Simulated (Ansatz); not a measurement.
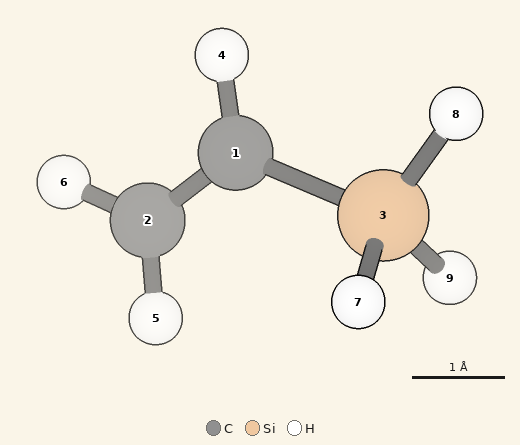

The structure as given in the input (ball-and-stick view, seen at a tilt; atoms are numbered from 1 in the order of the input).

C$_{2}$H$_{6}$Si: geometry relaxation (part 1 of 2)

- system: C$_{2}$H$_{6}$Si
- method: RKS PBE0-D4/def2-TZVP (Ansatz 0.2.0)

The geometry: GFN2-xTB start. Figures and captions count atoms from 1; the log counts them from 0 in places.

The program's output
```
Functional definition: PBE0
  name "PBE0"
  cite "Adamo & Barone, J. Chem. Phys. 110, 6158 (1999) doi:10.1063/1.478522"
  cite "Perdew, Burke & Ernzerhof, Phys. Rev. Lett. 77, 3865 (1996) doi:10.1103/PhysRevLett.77.3865"
  parent pbe
  parameter a = 0.25
  parameter kappa = 0.804
  parameter beta = 0.06672455060314922
  exchange = (1 - a)*pbe_x(kappa = kappa, mu = beta*pi^2/3) + a*exact_x
  correlation = pbe_c(beta = beta)
these checks for a lower state are left out or cut short: stability, starts, cluster_reference, orbital_swaps, neighbouring_geometries, increment
892 factors; their error is unknown
mean field evaluation 1: about -10038.0716 eV, gradient 4.7e1 eV
mean field evaluation 2: about -10035.9667 eV, gradient 5.3e1 eV
mean field evaluation 4: about -10043.3330 eV, gradient 1.8e0 eV
mean field evaluation 8: about -10043.3418 eV, gradient 1.5e-2 eV
mean field evaluation 16: about -10043.3698 eV, gradient 3.7e-3 eV
mean field -10043.36978212 eV, -369.0870318522 hartree, gradient 5.2e-6 eV, S^2 0.000000; 0 other end points of the search recorded, 0 dependent functions left out
the calculation of the forces begins
reference -10043.36981267 eV, -369.0870329750 hartree; 16, 16 occupied and 119, 119 virtual orbitals, 892 factors
relax step   1: F+E_penalty+E_count = -10043.49210852 eV  Δ(F+E_penalty+E_count) = +0.000e0 eV  max|allowed force component| = 8.667e-1 eV/Å  Δτ_max = 0.0000 Å  (16 SCF iters, accepted)
these checks for a lower state are left out or cut short: stability, starts, cluster_reference, orbital_swaps, neighbouring_geometries, increment
892 factors; their error is unknown
mean field -10043.39066671 eV, -369.0877993469 hartree, gradient 1.5e-6 eV, S^2 0.000000; 0 other end points of the search recorded, 0 dependent functions left out
[... from here on the field's lines of each further geometry are left out, up to the last ...]
relax step   2: F+E_penalty+E_count = -10043.51283559 eV  Δ(F+E_penalty+E_count) = -2.073e-2 eV  max|allowed force component| = 2.832e-1 eV/Å  Δτ_max = 0.0197 Å  (21 SCF iters, accepted)
relax step   3: F+E_penalty+E_count = -10043.51451783 eV  Δ(F+E_penalty+E_count) = -1.682e-3 eV  max|allowed force component| = 8.037e-2 eV/Å  Δτ_max = 0.0110 Å  (21 SCF iters, accepted)
relax step   4: F+E_penalty+E_count = -10043.51501549 eV  Δ(F+E_penalty+E_count) = -4.977e-4 eV  max|allowed force component| = 7.544e-2 eV/Å  Δτ_max = 0.0366 Å  (19 SCF iters, accepted)
relax step   5: F+E_penalty+E_count = -10043.51610600 eV  Δ(F+E_penalty+E_count) = -1.091e-3 eV  max|allowed force component| = 2.144e-1 eV/Å  Δτ_max = 0.0979 Å  (19 SCF iters, accepted)
relax step   6: F+E_penalty+E_count = -10043.51782127 eV  Δ(F+E_penalty+E_count) = -1.715e-3 eV  max|allowed force component| = 2.867e-1 eV/Å  Δτ_max = 0.0666 Å  (18 SCF iters, accepted)
relax step   7: F+E_penalty+E_count = -10043.51953075 eV  Δ(F+E_penalty+E_count) = -1.709e-3 eV  max|allowed force component| = 4.898e-1 eV/Å  Δτ_max = 0.1404 Å  (18 SCF iters, accepted)
relax step   8: F+E_penalty+E_count = -10043.53397332 eV  Δ(F+E_penalty+E_count) = -1.444e-2 eV  max|allowed force component| = 3.002e-1 eV/Å  Δτ_max = 0.0513 Å  (19 SCF iters, accepted)
relax step   9: F+E_penalty+E_count = -10043.56400945 eV  Δ(F+E_penalty+E_count) = -3.004e-2 eV  max|allowed force component| = 7.317e-2 eV/Å  Δτ_max = 0.2000 Å  (19 SCF iters, accepted)
relax step  10: F+E_penalty+E_count = -10043.55996912 eV  Δ(F+E_penalty+E_count) = +4.040e-3 eV  max|allowed force component| = 1.701e-1 eV/Å  Δτ_max = 0.1957 Å  (19 SCF iters, rejected (line search))
relax step  11: F+E_penalty+E_count = -10043.57337666 eV  Δ(F+E_penalty+E_count) = -9.367e-3 eV  max|allowed force component| = 2.856e-2 eV/Å  Δτ_max = 0.0978 Å  (18 SCF iters, accepted)
relax step  12: F+E_penalty+E_count = -10043.57806800 eV  Δ(F+E_penalty+E_count) = -4.691e-3 eV  max|allowed force component| = 8.809e-2 eV/Å  Δτ_max = 0.0980 Å  (18 SCF iters, accepted)
relax step  13: F+E_penalty+E_count = -10043.52978500 eV  Δ(F+E_penalty+E_count) = +4.828e-2 eV  max|allowed force component| = 6.508e-1 eV/Å  Δτ_max = 0.1500 Å  (19 SCF iters, rejected (line search))
relax step  14: F+E_penalty+E_count = -10043.57991647 eV  Δ(F+E_penalty+E_count) = -1.848e-3 eV  max|allowed force component| = 1.277e-2 eV/Å  Δτ_max = 0.0438 Å  (19 SCF iters, accepted)
relax step  15: F+E_penalty+E_count = -10043.58031041 eV  Δ(F+E_penalty+E_count) = -3.939e-4 eV  max|allowed force component| = 2.140e-2 eV/Å  Δτ_max = 0.0342 Å  (19 SCF iters, accepted)
the calculation of the forces begins
reference -10043.45772566 eV, -369.0902637180 hartree; 16, 16 occupied and 119, 119 virtual orbitals, 892 factors
relax step  16: F+E_penalty+E_count = -10043.58032138 eV  Δ(F+E_penalty+E_count) = -1.097e-5 eV  max|allowed force component| = 2.938e-2 eV/Å  Δτ_max = 0.0117 Å  (20 SCF iters, accepted)
these checks for a lower state are left out or cut short: stability, starts, cluster_reference, orbital_swaps, neighbouring_geometries, increment
892 factors; their error is unknown
mean field evaluation 128: about -10043.4576 eV, gradient 3.3e-1 eV
mean field -10043.45774345 eV, -369.0902643717 hartree, gradient 1.5e-6 eV, S^2 0.000000; 0 other end points of the search recorded, 0 dependent functions left out
the calculation of the forces begins
reference -10043.45777407 eV, -369.0902654970 hartree; 16, 16 occupied and 119, 119 virtual orbitals, 892 factors
relax step  17: F+E_penalty+E_count = -10043.58037099 eV  Δ(F+E_penalty+E_count) = -4.961e-5 eV  max|allowed force component| = 2.258e-3 eV/Å  Δτ_max = 0.0025 Å  (21 SCF iters, accepted)
```

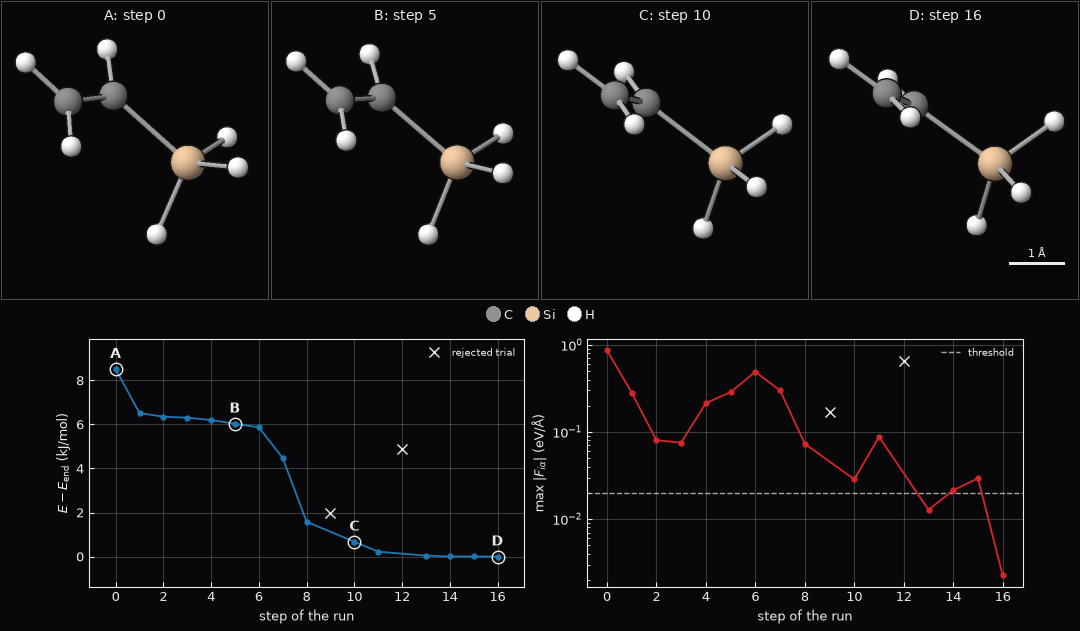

Frames of the relaxation (ball-and-stick view, seen at a tilt) above the curves, on which the letters mark them (the first geometry is step 0 here and step 1 in the log).

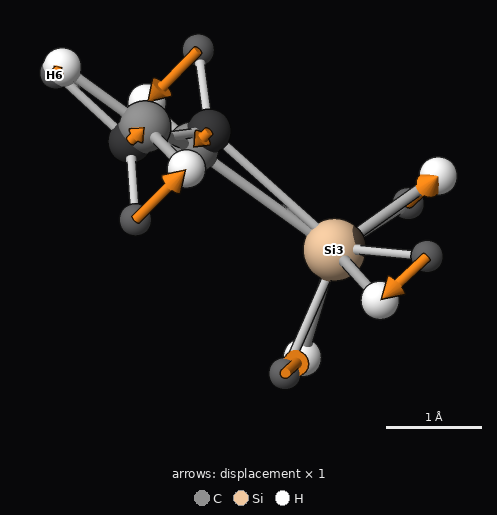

Start (faint) and end (solid) with the displacements as orange arrows, at true length (ball-and-stick view, seen at a tilt). The two geometries are laid on each other by the best rigid fit. Over 16 geometry steps the energy falls by 8.52 kJ/mol. Largest force component: 0.87 eV/Å at the start, 0.0023 eV/Å at the end. The line search rejected the trial steps at points 9, 12 (counted from 0) and went back. H4 moves most after the best rigid fit: 0.83 Å. Largest moves by element: H 0.83 Å, C 0.27 Å, Si 0.06 Å. Among the contacts that change: C1–Si3 1.884 → 1.859 Å, Si3–H8 1.464 → 1.488 Å, Si3–H7 1.465 → 1.487 Å, C1–C2 1.324 → 1.330 Å. Among the angles that change: C1–Si3–H8 108.5° → 110.9°, H8–Si3–H9 109.8° → 107.5°. (Atoms are counted from 1 in the order of the input.)

```
Total energy: -10043.58040161 eV, -369.0947719758 hartree
Atom 0 at    -0.382322     0.126988     0.609024 Å, force     0.000068     0.000229    -0.000539 eV/Å
Atom 1 at     0.532991    -0.461744     1.373691 Å, force    -0.002258     0.000698     0.001114 eV/Å
Atom 2 at    -0.219837     0.276341    -1.237098 Å, force     0.000952    -0.000424    -0.000995 eV/Å
Atom 3 at    -1.266731     0.539263     1.093002 Å, force     0.000526    -0.000244     0.000701 eV/Å
Atom 4 at     1.437341    -0.892892     0.953240 Å, force     0.001211    -0.000571    -0.001221 eV/Å
Atom 5 at     0.422704    -0.540679     2.451781 Å, force     0.000164     0.000024     0.000269 eV/Å
Atom 6 at     1.056721    -0.356065    -1.663005 Å, force    -0.000207     0.000186     0.000567 eV/Å
Atom 7 at    -0.225186     1.704591    -1.655658 Å, force    -0.000166     0.000356     0.000112 eV/Å
Atom 8 at    -1.355681    -0.395791    -1.924988 Å, force    -0.000290    -0.000252    -0.000007 eV/Å
Dipole moment:     0.003583    -0.022242     0.158703 e Å
Checks for a lower state left out: stability, starts, cluster_reference, orbital_swaps, neighbouring_geometries, increment
```

Trajectory as extended XYZ (Å, eV, eV/Å), 17 frames, from step=1 to step=17
```
9
Properties=species:S:1:pos:R:3:forces:R:3 step=1 energy=-10043.49211
C    -0.1920    0.3085    0.6229   -0.0919   0.1637  -0.4411
C     0.3659   -0.6313    1.3700    0.0418  -0.0817   0.0108
Si   -0.1768    0.3161   -1.2614   -0.0024  -0.0113   0.8667
H    -0.6906    1.1279    1.1276   -0.0831   0.1389   0.0802
H     0.8760   -1.4744    0.9309    0.1580  -0.2498  -0.1030
H     0.3422   -0.6116    2.4501   -0.0291   0.0450   0.2106
H     1.2056    0.3213   -1.7465    0.3683  -0.0019  -0.2069
H    -0.8692    1.5199   -1.7260   -0.1802   0.3123  -0.2018
H    -0.8611   -0.8764   -1.7676   -0.1814  -0.3153  -0.2156
9
Properties=species:S:1:pos:R:3:forces:R:3 step=2 energy=-10043.51284
C    -0.1937    0.3109    0.6301   -0.0322   0.0498  -0.1892
C     0.3661   -0.6350    1.3756    0.0410  -0.0224  -0.0309
Si   -0.1780    0.3174   -1.2466    0.0020  -0.0035   0.2832
H    -0.6933    1.1324    1.1385   -0.0247   0.0261   0.0234
H     0.8851   -1.4798    0.9345    0.0277  -0.0675  -0.0205
H     0.3412   -0.6133    2.4600   -0.0181   0.0226   0.0534
H     1.2101    0.3200   -1.7627    0.1153  -0.0018  -0.0400
H    -0.8719    1.5261   -1.7444   -0.0534   0.0952  -0.0380
H    -0.8656   -0.8788   -1.7850   -0.0575  -0.0985  -0.0414
9
Properties=species:S:1:pos:R:3:forces:R:3 step=3 energy=-10043.51452
C    -0.1940    0.3134    0.6270    0.0020   0.0148   0.0032
C     0.3750   -0.6302    1.3711   -0.0804  -0.0661  -0.0074
Si   -0.1773    0.3176   -1.2404   -0.0018  -0.0011  -0.0060
H    -0.7010    1.1307    1.1375    0.0230   0.0003   0.0080
H     0.8803   -1.4862    0.9298    0.0405   0.0370   0.0077
H     0.3415   -0.6104    2.4570    0.0177   0.0175  -0.0058
H     1.2179    0.3181   -1.7587   -0.0134  -0.0021   0.0027
H    -0.8734    1.5318   -1.7428    0.0075  -0.0104  -0.0026
H    -0.8689   -0.8848   -1.7805    0.0049   0.0101   0.0001
9
Properties=species:S:1:pos:R:3:forces:R:3 step=4 energy=-10043.51502
C    -0.2012    0.3069    0.6236    0.0180  -0.0354   0.0603
C     0.3823   -0.6261    1.3709   -0.0754  -0.0233  -0.0004
Si   -0.1802    0.3172   -1.2435    0.0002   0.0034   0.0206
H    -0.7252    1.1081    1.1418    0.0007   0.0265  -0.0268
H     0.9121   -1.4707    0.9392    0.0455   0.0151  -0.0322
H     0.3413   -0.6041    2.4565    0.0109   0.0165  -0.0013
H     1.2161    0.2907   -1.7550    0.0037  -0.0039  -0.0063
H    -0.8510    1.5455   -1.7427    0.0033   0.0064  -0.0092
H    -0.8940   -0.8674   -1.7908   -0.0069  -0.0054  -0.0047
9
Properties=species:S:1:pos:R:3:forces:R:3 step=5 energy=-10043.51611
C    -0.2234    0.2905    0.6181    0.0381  -0.1097   0.2144
C     0.3930   -0.6206    1.3695    0.0915   0.0577  -0.0360
Si   -0.1874    0.3153   -1.2462    0.0048   0.0111  -0.0444
H    -0.7853    1.0594    1.1487   -0.0238  -0.0078  -0.1075
H     0.9977   -1.4253    0.9526   -0.0911   0.0721  -0.0374
H     0.3426   -0.5923    2.4551   -0.0198  -0.0171  -0.0140
H     1.2134    0.2203   -1.7431   -0.0357  -0.0090   0.0059
H    -0.7929    1.5809   -1.7436    0.0266  -0.0307   0.0082
H    -0.9575   -0.8282   -1.8112    0.0094   0.0335   0.0108
```
